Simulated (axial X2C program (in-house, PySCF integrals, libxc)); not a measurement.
**CuNa⁺: EOM-EA-CCSD levels**

Aim: EOM-EA-CCSD levels of CuNa⁺, with spin–orbit coupling in the Hamiltonian from the start.

Program: an in-house X2C program for linear molecules on PySCF integrals. Level of theory: two-component X2C with atomic mean-field terms, Cu dyall-acv3z, Na dyall-acv3z. These are calculated values, not measurements.

## 1. The job

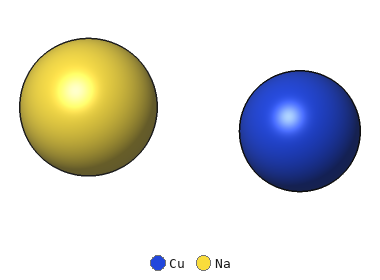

The two atoms at 2.670 Å (copper blue, sodium yellow).

File task.json:

```json
{"zs": [29, 11], "q": 1, "bas": ["dyall-acv3z", "dyall-acv3z"], "r0": 2.67, "eom": "ea", "thr": -2.0, "nmax": 92, "grid": [1, 0.96, 1.045, 0.92, 1.09, 1.15]}
```

Keys: zs atomic numbers; q charge; bas basis sets; r0 starting distance in Å; eom kind of EOM run; thr threshold in hartree for freezing inner shells (an s shell follows its p shell); nmax most natural virtual spinors; grid distances as factors.

The run is started by

```console
$ python soeom.py task.json out
```

Nuclei are Gaussian, cores are contracted, and the Gaunt term is on.

## 2. EOM-EA-CCSD at 3.013 Å

Reference: the closed shell CuNa²⁺; 18 electrons correlated, 84 virtual spinors; roots sought by Ω: 1/2: 5, 3/2: 4, 5/2: 2, 7/2: 1.

Output:

```text
two-component X2C + atomic mean field  HF
basis functions 202  fitting functions 1024  grid points 5088
iter        total energy     max residual
   1      -1814.146036934     2.51e-01
   2      -1814.164599831     2.00e-02
   3      -1814.164933077     3.88e-02
   4      -1814.166627084     1.83e-03
   5      -1814.166657591     1.20e-03
   6      -1814.166683767     1.68e-04
   7      -1814.166684177     7.36e-05
   8      -1814.166684269     2.32e-05
   9      -1814.166684275     1.19e-05
  10      -1814.166684279     4.82e-06
  11      -1814.166684280     2.89e-06
  12      -1814.166684280     7.26e-07
converged
one-electron -2627.57451893  Coulomb 838.27616815  exact exchange -80.37104694  xc functional 0.00000000  nuclear repulsion 56.02639571  atomic mean-field constant -0.52368228
correlated 18  virtual 322  natural virtual 84  E(MP2) -0.762635842  MP2 remainder -0.160450587
iter   CCSD correlation   residual
   1     -0.524787178   1.92e-01
   2     -0.547104066   1.06e-01
   3     -0.549006067   1.35e-02
   4     -0.549156216   6.16e-03
   5     -0.549130676   3.93e-03
   6     -0.549186569   2.86e-03
   7     -0.549168783   1.40e-03
   8     -0.549138287   7.86e-04
   9     -0.549184322   3.98e-04
  10     -0.549169721   1.65e-04
  11     -0.549168726   7.32e-05
  12     -0.549170267   4.97e-05
  13     -0.549168523   3.84e-05
  14     -0.549168923   2.66e-05
  15     -0.549169105   1.29e-05
  16     -0.549169001   7.05e-06
  17     -0.549169051   5.05e-06
  18     -0.549168986   3.63e-06
  19     -0.549168974   2.54e-06
(T) -0.010406162  T1 0.0220  D1 0.0429  max T2 0.027
EOM-EA-CCSD roots
2*Omega      energy/Eh   energy/eV  one-particle weight
    1      -0.45593815    -12.4067      0.982
    1      -0.32787774     -8.9220      0.974
    1      -0.30015250     -8.1676      0.976
    1      -0.26772389     -7.2851      0.044
    1      -0.25722565     -6.9995      0.397
    3      -0.29938365     -8.1466      0.973
    3      -0.26658763     -7.2542      0.009
    3      -0.25511359     -6.9420      0.002
    3      -0.21462269     -5.8402      0.991
    5      -0.26648706     -7.2515      0.000
    5      -0.17309206     -4.7101      0.997
    7      -0.14145552     -3.8492      0.000
```

T1 in the output is the amplitude norm over the root of the electron number; divide by √2 for the Lee–Taylor value.

| Ω | binding energy (eV) | above lowest (cm⁻¹) | spinor | weight |
| --- | --- | --- | --- | --- |
| 1/2 | 12.407 | 0 | 59% Cu sσ, 16% Na sσ, 15% Na pσ | 0.98 |
| 1/2 | 8.922 | 28110 | 46% Cu pσ, 32% Na sσ, 13% Cu sσ | 0.97 |
| 1/2 | 8.168 | 34190 | 63% Cu pπ, 24% Na pπ, 11% Na dπ | 0.98 |
| 3/2 | 8.147 | 34360 | 62% Cu pπ, 25% Na pπ, 10% Na dπ | 0.97 |
| 3/2 | 5.840 | 52960 | 56% Na pπ, 19% Cu pπ, 16% Cu dπ | 0.99 |
| 5/2 | 4.710 | 62080 | 66% Na dδ, 34% Cu dδ | 1.00 |

Wall time 27 s (1 thread of Arm Neoverse V1, shared host); peak memory 1 GiB.

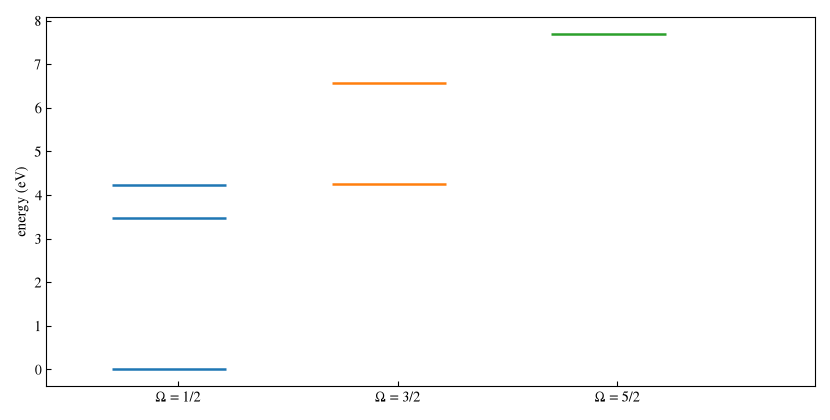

The roots by Ω, from the lowest.

## 3. EOM-EA-CCSD at 2.893 Å

| Ω | binding energy (eV) | above lowest (cm⁻¹) | spinor | weight |
| --- | --- | --- | --- | --- |
| 1/2 | 12.573 | 0 | 58% Cu sσ, 17% Na sσ, 16% Na pσ | 0.98 |
| 1/2 | 8.964 | 29110 | 48% Cu pσ, 30% Na sσ, 12% Cu sσ | 0.97 |
| 1/2 | 8.296 | 34500 | 62% Cu pπ, 25% Na pπ, 11% Na dπ | 0.97 |
| 3/2 | 8.274 | 34680 | 62% Cu pπ, 25% Na pπ, 10% Na dπ | 0.97 |
| 3/2 | 5.850 | 54230 | 54% Na pπ, 18% Cu pπ, 17% Cu dπ | 0.99 |
| 5/2 | 4.770 | 62940 | 65% Na dδ, 34% Cu dδ | 1.00 |

Wall time 30 s (1 thread of Arm Neoverse V1, shared host); peak memory 1.1 GiB.

## 4. EOM-EA-CCSD at 3.149 Å

| Ω | binding energy (eV) | above lowest (cm⁻¹) | spinor | weight |
| --- | --- | --- | --- | --- |
| 1/2 | 12.219 | 0 | 60% Cu sσ, 15% Na sσ, 15% Na pσ | 0.98 |
| 1/2 | 8.873 | 26990 | 43% Cu pσ, 34% Na sσ, 14% Cu sσ | 0.98 |
| 1/2 | 8.027 | 33810 | 63% Cu pπ, 24% Na pπ, 11% Na dπ | 0.98 |
| 3/2 | 8.007 | 33970 | 63% Cu pπ, 24% Na pπ, 10% Na dπ | 0.98 |
| 1/2 | 6.920 | 42750 | 31% Na pσ, 29% Na sσ, 27% Cu pσ | 0.74 |
| 3/2 | 5.827 | 51550 | 58% Na pπ, 20% Cu pπ, 14% Cu dπ | 0.99 |
| 5/2 | 4.643 | 61100 | 67% Na dδ, 33% Cu dδ | 1.00 |

It took 26 s on 1 thread of Arm Neoverse V1, shared host; peak memory 1.1 GiB.

## 5. EOM-EA-CCSD at 2.772 Å

| Ω | binding energy (eV) | above lowest (cm⁻¹) | spinor | weight |
| --- | --- | --- | --- | --- |
| 1/2 | 12.738 | 0 | 57% Cu sσ, 17% Na sσ, 16% Na pσ | 0.98 |
| 1/2 | 9.004 | 30120 | 50% Cu pσ, 28% Na sσ, 11% Cu sσ | 0.97 |
| 1/2 | 8.427 | 34770 | 62% Cu pπ, 25% Na pπ, 11% Na dπ | 0.97 |
| 3/2 | 8.404 | 34960 | 62% Cu pπ, 26% Na pπ, 10% Na dπ | 0.97 |
| 3/2 | 5.859 | 55490 | 52% Na pπ, 19% Cu dπ, 17% Cu pπ | 0.99 |
| 5/2 | 4.829 | 63790 | 65% Na dδ, 35% Cu dδ | 1.00 |

Run time: 25 s. Hardware: 1 thread of Arm Neoverse V1, shared host; peak memory 1.1 GiB.

## 6. EOM-EA-CCSD at 3.284 Å

| Ω | binding energy (eV) | above lowest (cm⁻¹) | spinor | weight |
| --- | --- | --- | --- | --- |
| 1/2 | 12.035 | 0 | 61% Cu sσ, 14% Na pσ, 14% Na sσ | 0.98 |
| 1/2 | 8.824 | 25900 | 41% Cu pσ, 36% Na sσ, 14% Cu sσ | 0.98 |
| 1/2 | 7.892 | 33410 | 64% Cu pπ, 23% Na pπ, 10% Na dπ | 0.98 |
| 3/2 | 7.872 | 33570 | 63% Cu pπ, 24% Na pπ, 10% Na dπ | 0.98 |
| 3/2 | 5.813 | 50180 | 60% Na pπ, 21% Cu pπ, 13% Cu dπ | 0.99 |
| 5/2 | 4.577 | 60150 | 68% Na dδ, 31% Cu dδ | 1.00 |

Run time: 25 s. Hardware: 1 thread of Arm Neoverse V1, shared host; peak memory 1.1 GiB.

## 7. EOM-EA-CCSD at 3.465 Å

| Ω | binding energy (eV) | above lowest (cm⁻¹) | spinor | weight |
| --- | --- | --- | --- | --- |
| 1/2 | 11.795 | 0 | 63% Cu sσ, 13% Na pσ, 13% Na sσ | 0.98 |
| 1/2 | 8.756 | 24510 | 39% Na sσ, 38% Cu pσ, 14% Cu sσ | 0.98 |
| 1/2 | 7.718 | 32880 | 64% Cu pπ, 22% Na pπ, 10% Na dπ | 0.98 |
| 3/2 | 7.700 | 33030 | 64% Cu pπ, 23% Na pπ, 10% Na dπ | 0.98 |
| 1/2 | 6.873 | 39700 | 31% Na sσ, 29% Na pσ, 29% Cu pσ | 0.89 |
| 3/2 | 5.791 | 48430 | 63% Na pπ, 21% Cu pπ, 11% Cu dπ | 0.99 |
| 5/2 | 4.489 | 58930 | 70% Na dδ, 30% Cu dδ | 1.00 |

Run time: 25 s. Hardware: 1 thread of Arm Neoverse V1, shared host; peak memory 1.1 GiB.

## 8. Curves of the states

Energies in eV from the lowest point of the lowest state; states are followed by energy order within each Ω.

| R (Å) | (1)Ω=1/2 | (2)Ω=1/2 | (3)Ω=1/2 | (1)Ω=3/2 | (4)Ω=3/2 | (2)Ω=5/2 |
| --- | --- | --- | --- | --- | --- | --- |
| 2.772 | 0.0450 | 3.7792 | 4.3565 | 4.3789 | 6.9248 | 7.9538 |
| 2.893 | 0.0134 | 3.6229 | 4.2912 | 4.3128 | 6.7369 | 7.8172 |
| 3.013 | 0.0000 | 3.4847 | 4.2391 | 4.2601 | 6.5665 | 7.6966 |
| 3.149 | 0.0007 | 3.3466 | 4.1926 | 4.2129 | 6.3926 | 7.5768 |
| 3.284 | 0.0133 | 3.2240 | 4.1560 | 4.1756 | 6.2349 | 7.4708 |
| 3.465 | 0.0420 | 3.0812 | 4.1189 | 4.1377 | 6.0467 | 7.3479 |

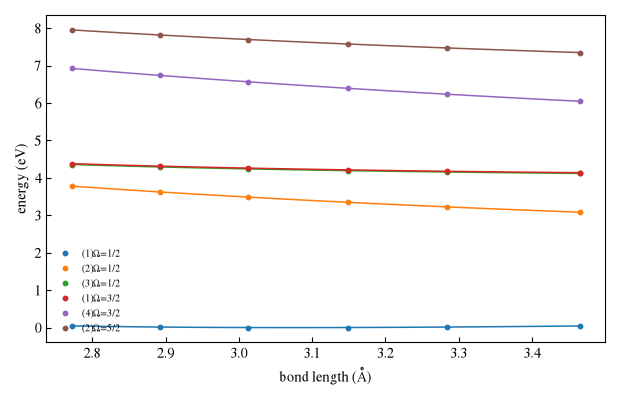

The states along the bond.

Constants where the minimum is well bracketed (masses 62.930 and 22.990 u):

| state | Te (cm⁻¹) | Re (Å) | ωe (cm⁻¹) |
| --- | --- | --- | --- |
| (1)Ω=1/2 | 0 | 3.072 | 112.6 |

## 9. Results

| quantity | value |
| --- | --- |
| lowest root at 3.013 Å | Ω = 1/2, 12.407 eV |
| next root led by one particle | Ω = 1/2, about 28110 cm⁻¹ higher |
| T1 of the reference | 0.016 |
| lowest state, Re and ωe | 3.072 Å, 112.6 cm⁻¹ |

The added electron is bound by 12.41 eV in a spinor of 59% Cu sσ, 16% Na sσ, 15% Na pσ. Errors of 0.1 to 0.3 eV are usual at this size, and roots led by higher excitations are left out, so the list is incomplete, and low states of that kind can be missing.
